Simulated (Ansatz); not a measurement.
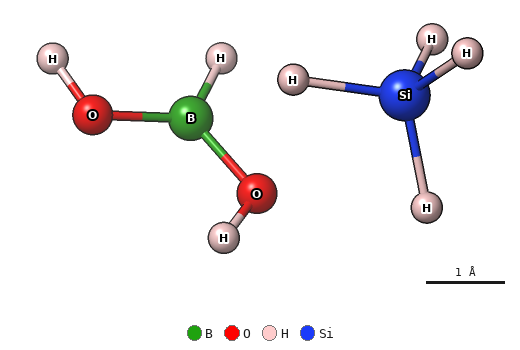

**Figure 1.** The starting structure (ball-and-stick view, seen at a tilt).

BSiH₇O₂: nudged elastic band (part 1 of 2)

System: BSiH₇O₂.
Method: RKS B3LYP-D4/6-31G* (Ansatz 0.2.0).

It belongs to a series of runs on one base structure; here: band between the two ends.

Input file
```yaml
crystal:
  periodic: [false, false, false]
  atoms:
    - { symbol: B, position_ang: [-0.479466, -0.694856, 0.023788] }
    - { symbol: O, position_ang: [-0.11685, -1.627816, 0.955373] }
    - { symbol: H, position_ang: [-0.874747, -2.131048, 1.281858] }
    - { symbol: O, position_ang: [0.480589, 0.100158, -0.527441] }
    - { symbol: H, position_ang: [1.356724, -0.113767, -0.1661] }
    - { symbol: H, position_ang: [-1.609868, -0.542381, -0.337022] }
    - { symbol: Si, position_ang: [0.510357, 2.954414, 1.085048] }
    - { symbol: H, position_ang: [0.590153, 4.218894, 1.867165] }
    - { symbol: H, position_ang: [1.617978, 2.93428, 0.096823] }
    - { symbol: H, position_ang: [-0.802826, 2.892931, 0.398334] }
    - { symbol: H, position_ang: [0.651755, 1.811992, 2.024973] }
basis:
  gaussian: { orbitals: "6-31G*" }
hamiltonian:
  xc: b3lyp
  dispersion: d4
neb:
  order_check: false
  images: 7
  f_tol: 0.05
  max_iterations: 60
  final_atoms:
    - { symbol: B, position_ang: [0.23646724, 0.51900306, -0.30606503] }
    - { symbol: O, position_ang: [-0.40978223, -0.49837811, 1.74650207] }
    - { symbol: H, position_ang: [-1.12542713, -0.01519358, 2.19015177] }
    - { symbol: O, position_ang: [1.50280982, 0.00162976, -0.33722579] }
    - { symbol: H, position_ang: [1.5247224, -0.86025055, -0.78045094] }
    - { symbol: H, position_ang: [-0.65371187, -0.01660971, -0.91037808] }
    - { symbol: Si, position_ang: [0.01863776, 2.35988655, 0.52139567] }
    - { symbol: H, position_ang: [0.95916052, 2.56840465, 1.66684451] }
    - { symbol: H, position_ang: [0.23990021, 3.48847757, -0.43233226] }
    - { symbol: H, position_ang: [-1.35605837, 2.54441266, 1.08454648] }
    - { symbol: H, position_ang: [0.38708066, -0.28858128, 2.2598106] }
  initial_path:
    images:
      - { positions_ang: [[-0.479466, -0.694856, 0.023788], [-0.11685, -1.627816, 0.955373], [-0.874747, -2.131048, 1.281858], [0.480589, 0.100158, -0.527441], [1.356724, -0.113767, -0.1661], [-1.609868, -0.542381, -0.337022], [0.510357, 2.954414, 1.085048], [0.590153, 4.218894, 1.867165], [1.617978, 2.93428, 0.096823], [-0.802826, 2.892931, 0.398334], [0.651755, 1.811992, 2.024973]] }
      - { positions_ang: [[-0.35815844, -0.51518204, 0.00920801], [-0.08692871, -1.23207426, 1.14756093], [-0.88248833, -1.68427858, 1.47346501], [0.66744638, 0.08956263, -0.57975807], [1.40082891, -0.30676599, -0.35659294], [-1.46333336, -0.39637533, -0.41051795], [0.40627219, 2.74776683, 1.00324439], [0.6095796, 3.69401952, 1.92544481], [1.44490267, 2.93697991, 0.04237788], [-0.91560361, 2.84129392, 0.50098262], [0.50128169, 1.62785437, 1.94738429]] }
      - { positions_ang: [[-0.23685087, -0.33550808, -0.00537197], [-0.05700741, -0.83633252, 1.33974886], [-0.89022965, -1.23750916, 1.66507202], [0.85430376, 0.07896726, -0.63207514], [1.44493382, -0.49976497, -0.54708589], [-1.31679873, -0.25036966, -0.48401389], [0.30218737, 2.54111967, 0.92144079], [0.62900621, 3.16914504, 1.98372463], [1.27182734, 2.93967981, -0.01206723], [-1.02838123, 2.78965685, 0.60363124], [0.35080839, 1.44371675, 1.86979558]] }
      - { positions_ang: [[-0.11554331, -0.15583412, -0.01995196], [-0.02708612, -0.44059077, 1.53193679], [-0.89797098, -0.79073974, 1.85667903], [1.04116115, 0.06837189, -0.68439221], [1.48903873, -0.69276396, -0.73757883], [-1.17026409, -0.10436398, -0.55750984], [0.19810256, 2.3344725, 0.83963718], [0.64843281, 2.64427057, 2.04200444], [1.09875201, 2.94237972, -0.06651235], [-1.14115884, 2.73801977, 0.70627987], [0.20033508, 1.25957912, 1.79220688]] }
      - { positions_ang: [[0.00576426, 0.02383984, -0.03453195], [0.00283517, -0.04484903, 1.72412472], [-0.9057123, -0.34397032, 2.04828605], [1.22801853, 0.05777652, -0.73670928], [1.53314364, -0.88576294, -0.92807177], [-1.02372946, 0.04164169, -0.63100578], [0.09401775, 2.12782533, 0.75783358], [0.66785941, 2.11939609, 2.10028426], [0.92567668, 2.94507963, -0.12095747], [-1.25393645, 2.6863827, 0.80892849], [0.04986178, 1.07544149, 1.71461817]] }
      - { positions_ang: [[0.06344, 0.14763065, -0.10241522], [-0.10031918, -0.1582313, 1.72971906], [-0.96064101, -0.26177613, 2.08375248], [1.29671635, 0.04373983, -0.63683841], [1.53103833, -0.87938484, -0.89116657], [-0.93122506, 0.02707884, -0.70084886], [0.07517275, 2.18584064, 0.6987241], [0.74068469, 2.23164823, 1.99192432], [0.75423256, 3.08092911, -0.19880116], [-1.27946693, 2.65089019, 0.87783299], [0.1341665, 0.7344358, 1.85091627]] }
      - { positions_ang: [[0.12111575, 0.27142145, -0.17029849], [-0.20347353, -0.27161357, 1.7353134], [-1.01556972, -0.17958195, 2.11921891], [1.36541417, 0.02970314, -0.53696753], [1.52893302, -0.87300675, -0.85426136], [-0.83872066, 0.01251599, -0.77069193], [0.05632775, 2.24385594, 0.63961462], [0.81350997, 2.34390037, 1.88356438], [0.58278845, 3.2167786, -0.27664486], [-1.30499741, 2.61539768, 0.94673748], [0.21847122, 0.39343011, 1.98721438]] }
      - { positions_ang: [[0.17879149, 0.39521225, -0.23818176], [-0.30662788, -0.38499584, 1.74090773], [-1.07049843, -0.09738777, 2.15468534], [1.43411199, 0.01566645, -0.43709666], [1.52682771, -0.86662865, -0.81735615], [-0.74621627, -0.00204686, -0.84053501], [0.03748275, 2.30187124, 0.58050515], [0.88633524, 2.45615251, 1.77520445], [0.41134433, 3.35262809, -0.35448856], [-1.33052789, 2.57990517, 1.01564198], [0.30277594, 0.05242441, 2.12351249]] }
      - { positions_ang: [[0.23646724, 0.51900306, -0.30606503], [-0.40978223, -0.49837811, 1.74650207], [-1.12542713, -0.01519358, 2.19015177], [1.50280982, 0.00162976, -0.33722579], [1.5247224, -0.86025055, -0.78045094], [-0.65371187, -0.01660971, -0.91037808], [0.01863776, 2.35988655, 0.52139567], [0.95916052, 2.56840465, 1.66684451], [0.23990021, 3.48847757, -0.43233226], [-1.35605837, 2.54441266, 1.08454648], [0.38708066, -0.28858128, 2.2598106]] }
```

Command:
```bash
ansatz run input.yaml --threads 2 --pin off --max-ram 3072MiB --backend cpu --events-out ev --progress --plain --runs-dir out
```

Log
```
Engine: ansatz 0.2.0, aarch64-unknown-linux-gnu
Functional definition: B3LYP
  parameter a0 = 0.2
  parameter ax = 0.72
  parameter ac = 0.81
  exchange = (1 - a0 - ax)*slater_x + ax*b88_x + a0*exact_x
  correlation = (1 - ac)*vwn_rpa_c + ac*lyp_c
850 factors; integrals over basis functions are off by at most 7.1e-4 eV
mean field evaluation 1: about -12758.2438 eV, gradient 6.0e1 eV
mean field evaluation 2: about -12750.6460 eV, gradient 8.9e1 eV
mean field evaluation 4: about -12764.2982 eV, gradient 1.9e0 eV
mean field evaluation 8: about -12764.3212 eV, gradient 2.2e-2 eV
mean field -12764.32117871 eV, -469.0801513498 hartree, gradient 2.4e-5 eV, S^2 0.000000; 0 other end points of the search recorded, 0 dependent functions left out
the calculation of the forces begins
reference -12764.32143903 eV, -469.0801609165 hartree; 21, 21 occupied and 57, 57 virtual orbitals, 850 factors
850 factors; integrals over basis functions are off by at most 6.9e-4 eV
mean field evaluation 16: about -12747.4307 eV, gradient 9.3e1 eV
mean field -12762.54059523 eV, -469.0147161141 hartree, gradient 6.0e-6 eV, S^2 0.000000; 0 other end points of the search recorded, 0 dependent functions left out
[... from here on the field's lines of each further geometry are left out, up to the last ...]
NEB iter   1: max|band force component| = 1.042e1 eV/Å  barrier→ = 6.1112 eV  barrier← = 4.3860 eV  Δτ_max = 0.2000 Å  (219 SCF iters)
NEB iter   2: max|band force component| = 2.692e0 eV/Å  barrier→ = 4.1067 eV  barrier← = 2.3815 eV  Δτ_max = 0.2000 Å  (199 SCF iters)
NEB iter   3: max|band force component| = 1.423e0 eV/Å  barrier→ = 3.6911 eV  barrier← = 1.9659 eV  Δτ_max = 0.1995 Å  (192 SCF iters)
NEB iter   4: max|band force component| = 1.579e0 eV/Å  barrier→ = 3.2793 eV  barrier← = 1.5541 eV  Δτ_max = 0.1986 Å  (193 SCF iters)
NEB iter   5: max|band force component| = 3.373e0 eV/Å  barrier→ = 2.8862 eV  barrier← = 1.1610 eV  Δτ_max = 0.1000 Å  (193 SCF iters)
NEB iter   6: max|band force component| = 3.852e0 eV/Å  barrier→ = 2.7212 eV  barrier← = 0.9960 eV  Δτ_max = 0.0501 Å  (190 SCF iters)
NEB iter   7: max|band force component| = 3.168e0 eV/Å  barrier→ = 2.6480 eV  barrier← = 0.9228 eV  Δτ_max = 0.1000 Å  (192 SCF iters)
NEB iter   8: max|band force component| = 1.673e0 eV/Å  barrier→ = 2.5533 eV  barrier← = 0.8281 eV  Δτ_max = 0.1957 Å  (190 SCF iters)
NEB iter   9: max|band force component| = 6.882e-1 eV/Å  barrier→ = 2.3536 eV  barrier← = 0.6284 eV  CI = image 5  Δτ_max = 0.1942 Å  (185 SCF iters)
NEB iter  10: max|band force component| = 1.469e0 eV/Å  barrier→ = 2.2929 eV  barrier← = 0.5677 eV  CI = image 5  Δτ_max = 0.0994 Å  (185 SCF iters)
NEB iter  11: max|band force component| = 1.673e0 eV/Å  barrier→ = 2.2785 eV  barrier← = 0.5533 eV  CI = image 5  Δτ_max = 0.1972 Å  (190 SCF iters)
NEB iter  12: max|band force component| = 1.821e0 eV/Å  barrier→ = 2.4234 eV  barrier← = 0.6982 eV  CI = image 5  Δτ_max = 0.1948 Å  (188 SCF iters)
NEB iter  13: max|band force component| = 1.998e0 eV/Å  barrier→ = 2.3631 eV  barrier← = 0.6379 eV  CI = image 5  Δτ_max = 0.1954 Å  (188 SCF iters)
NEB iter  14: max|band force component| = 2.428e0 eV/Å  barrier→ = 2.4361 eV  barrier← = 0.7110 eV  CI = image 4  Δτ_max = 0.1973 Å  (188 SCF iters)
NEB iter  15: max|band force component| = 1.221e0 eV/Å  barrier→ = 2.4145 eV  barrier← = 0.6893 eV  CI = image 6  Δτ_max = 0.2000 Å  (183 SCF iters)
NEB iter  16: max|band force component| = 1.124e0 eV/Å  barrier→ = 2.9429 eV  barrier← = 1.2177 eV  CI = image 4  Δτ_max = 0.2000 Å  (190 SCF iters)
NEB iter  17: max|band force component| = 1.330e0 eV/Å  barrier→ = 2.9512 eV  barrier← = 1.2260 eV  CI = image 4  Δτ_max = 0.2000 Å  (186 SCF iters)
NEB iter  18: max|band force component| = 2.058e0 eV/Å  barrier→ = 3.3532 eV  barrier← = 1.6280 eV  CI = image 4  Δτ_max = 0.1003 Å  (189 SCF iters)
NEB iter  19: max|band force component| = 1.586e0 eV/Å  barrier→ = 3.2589 eV  barrier← = 1.5337 eV  CI = image 4  Δτ_max = 0.1789 Å  (185 SCF iters)
NEB iter  20: max|band force component| = 5.011e-1 eV/Å  barrier→ = 2.9902 eV  barrier← = 1.2650 eV  CI = image 4  Δτ_max = 0.0584 Å  (181 SCF iters)
NEB iter  21: max|band force component| = 2.697e-1 eV/Å  barrier→ = 2.9664 eV  barrier← = 1.2412 eV  CI = image 4  Δτ_max = 0.0943 Å  (171 SCF iters)
NEB iter  22: max|band force component| = 2.477e-1 eV/Å  barrier→ = 2.9555 eV  barrier← = 1.2303 eV  CI = image 4  Δτ_max = 0.0455 Å  (181 SCF iters)
NEB iter  23: max|band force component| = 9.026e-2 eV/Å  barrier→ = 2.9508 eV  barrier← = 1.2256 eV  CI = image 4  Δτ_max = 0.0150 Å  (173 SCF iters)
NEB iter  24: max|band force component| = 4.497e-2 eV/Å  barrier→ = 2.9493 eV  barrier← = 1.2241 eV  CI = image 4  Δτ_max = 0.0403 Å  (159 SCF iters)
NEB iter  25: max|band force component| = 6.418e-2 eV/Å  barrier→ = 2.9478 eV  barrier← = 1.2226 eV  CI = image 4  Δτ_max = 0.0201 Å  (28 SCF iters)
NEB iter  26: max|band force component| = 4.429e-2 eV/Å  barrier→ = 2.9468 eV  barrier← = 1.2217 eV  CI = image 4  Δτ_max = 0.0201 Å  (174 SCF iters)
NEB iter  27: max|band force component| = 5.399e-2 eV/Å  barrier→ = 2.9462 eV  barrier← = 1.2210 eV  CI = image 4  Δτ_max = 0.0201 Å  (23 SCF iters)
NEB iter  28: max|band force component| = 5.371e-2 eV/Å  barrier→ = 2.9454 eV  barrier← = 1.2203 eV  CI = image 4  Δτ_max = 0.0402 Å  (159 SCF iters)
NEB iter  29: max|band force component| = 6.621e-2 eV/Å  barrier→ = 2.9438 eV  barrier← = 1.2186 eV  CI = image 4  Δτ_max = 0.0402 Å  (184 SCF iters)
NEB iter  30: max|band force component| = 7.344e-2 eV/Å  barrier→ = 2.9419 eV  barrier← = 1.2167 eV  CI = image 4  Δτ_max = 0.0402 Å  (176 SCF iters)
NEB iter  31: max|band force component| = 8.273e-2 eV/Å  barrier→ = 2.9397 eV  barrier← = 1.2145 eV  CI = image 4  Δτ_max = 0.0402 Å  (183 SCF iters)
NEB iter  32: max|band force component| = 8.917e-2 eV/Å  barrier→ = 2.9372 eV  barrier← = 1.2120 eV  CI = image 4  Δτ_max = 0.0402 Å  (182 SCF iters)
NEB iter  33: max|band force component| = 9.537e-2 eV/Å  barrier→ = 2.9345 eV  barrier← = 1.2093 eV  CI = image 4  Δτ_max = 0.0402 Å  (183 SCF iters)
NEB iter  34: max|band force component| = 9.917e-2 eV/Å  barrier→ = 2.9317 eV  barrier← = 1.2065 eV  CI = image 4  Δτ_max = 0.0402 Å  (184 SCF iters)
NEB iter  35: max|band force component| = 1.016e-1 eV/Å  barrier→ = 2.9286 eV  barrier← = 1.2034 eV  CI = image 4  Δτ_max = 0.0805 Å  (182 SCF iters)
NEB iter  36: max|band force component| = 1.048e-1 eV/Å  barrier→ = 2.9223 eV  barrier← = 1.1971 eV  CI = image 4  Δτ_max = 0.1610 Å  (182 SCF iters)
NEB iter  37: max|band force component| = 7.153e-2 eV/Å  barrier→ = 2.9109 eV  barrier← = 1.1857 eV  CI = image 4  Δτ_max = 0.1608 Å  (182 SCF iters)
NEB iter  38: max|band force component| = 8.374e-2 eV/Å  barrier→ = 2.9012 eV  barrier← = 1.1760 eV  CI = image 4  Δτ_max = 0.1596 Å  (182 SCF iters)
NEB iter  39: max|band force component| = 1.624e-1 eV/Å  barrier→ = 2.8973 eV  barrier← = 1.1721 eV  CI = image 4  Δτ_max = 0.0804 Å  (182 SCF iters)
NEB iter  40: max|band force component| = 9.719e-2 eV/Å  barrier→ = 2.8964 eV  barrier← = 1.1712 eV  CI = image 4  Δτ_max = 0.0806 Å  (186 SCF iters)
NEB iter  41: max|band force component| = 1.239e-1 eV/Å  barrier→ = 2.8983 eV  barrier← = 1.1731 eV  CI = image 4  Δτ_max = 0.0404 Å  (186 SCF iters)
NEB iter  42: max|band force component| = 1.193e-1 eV/Å  barrier→ = 2.8960 eV  barrier← = 1.1708 eV  CI = image 4  Δτ_max = 0.0403 Å  (184 SCF iters)
NEB iter  43: max|band force component| = 5.335e-2 eV/Å  barrier→ = 2.8956 eV  barrier← = 1.1704 eV  CI = image 4  Δτ_max = 0.0806 Å  (185 SCF iters)
NEB iter  44: max|band force component| = 6.157e-2 eV/Å  barrier→ = 2.8955 eV  barrier← = 1.1703 eV  CI = image 4  Δτ_max = 0.0402 Å  (171 SCF iters)
NEB iter  45: max|band force component| = 6.619e-2 eV/Å  barrier→ = 2.8954 eV  barrier← = 1.1702 eV  CI = image 4  Δτ_max = 0.0402 Å  (164 SCF iters)
NEB iter  46: max|band force component| = 6.425e-2 eV/Å  barrier→ = 2.8954 eV  barrier← = 1.1702 eV  CI = image 4  Δτ_max = 0.0402 Å  (163 SCF iters)
NEB iter  47: max|band force component| = 6.521e-2 eV/Å  barrier→ = 2.8954 eV  barrier← = 1.1702 eV  CI = image 4  Δτ_max = 0.0805 Å  (161 SCF iters)
NEB iter  48: max|band force component| = 7.049e-2 eV/Å  barrier→ = 2.8954 eV  barrier← = 1.1702 eV  CI = image 4  Δτ_max = 0.0804 Å  (162 SCF iters)
NEB iter  49: max|band force component| = 1.472e-1 eV/Å  barrier→ = 2.8954 eV  barrier← = 1.1702 eV  CI = image 4  Δτ_max = 0.0403 Å  (158 SCF iters)
NEB iter  50: max|band force component| = 9.577e-2 eV/Å  barrier→ = 2.8954 eV  barrier← = 1.1702 eV  CI = image 4  Δτ_max = 0.0402 Å  (159 SCF iters)
NEB iter  51: max|band force component| = 6.153e-2 eV/Å  barrier→ = 2.8954 eV  barrier← = 1.1702 eV  CI = image 4  Δτ_max = 0.0804 Å  (166 SCF iters)
```
